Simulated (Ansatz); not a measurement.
## Ligand exchange: GeH3F + BH2I → GeH3I + BH2F

Species: GeH3F (fluorogermane) `[F][GeH3]`, singlet; BH2I `BI`, singlet; GeH3I `[GeH3][I]`, singlet; BH2F `BF`, singlet. The partners trade F for I: Ge–F and B–I bonds give way to Ge–I and B–F.

Shapes, held fixed at every level: PBE0-D4/def2-TZVP. Programs: Ansatz 0.2.0. The zero-point and thermal change to 298 K, harmonic and unscaled (PBE0-D4/def2-TZVP), is +2.8 kJ/mol.

```
                level                   kind  ΔH(298 K) (kJ/mol)  less CCSD(T)/def2-TZVPP
        HF/def2-TZVPP           Hartree–Fock              -105.3                    -12.5
 r2SCAN-D4/def2-TZVPP               meta-GGA               -95.9                     -3.1
  BHLYP-D4/def2-TZVPP          global hybrid              -106.2                    -13.4
   PBE0-D4/def2-TZVPP          global hybrid              -100.4                     -7.6
r2SCAN0-D4/def2-TZVPP          global hybrid              -101.0                     -8.2
         MP2/def2-SVP    perturbation theory              -108.0                    -15.2
      CCSD/def2-TZVPP  coupled cluster or CI               -95.1                     -2.3
   CCSD(T)/def2-TZVPP  coupled cluster or CI               -92.8                      0.0
```

The highest level, CCSD(T)/def2-TZVPP, gives ΔH(298 K) = -92.8 kJ/mol; the levels span -108.0 to -92.8. The column of differences is taken from that level and isn't an error. No measured value is set beside it here. For atoms past krypton def2 sets carry core potentials with scalar relativity. Relativity is left out for Ge unless named. Correlated rows may include outer-core shells of Ge, I, which these sets cover unevenly.

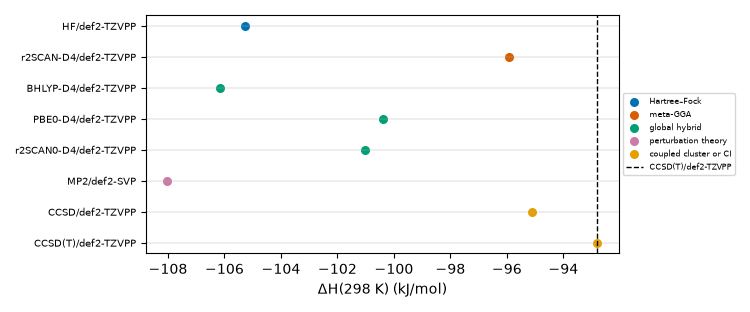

The values of the table, level by level.
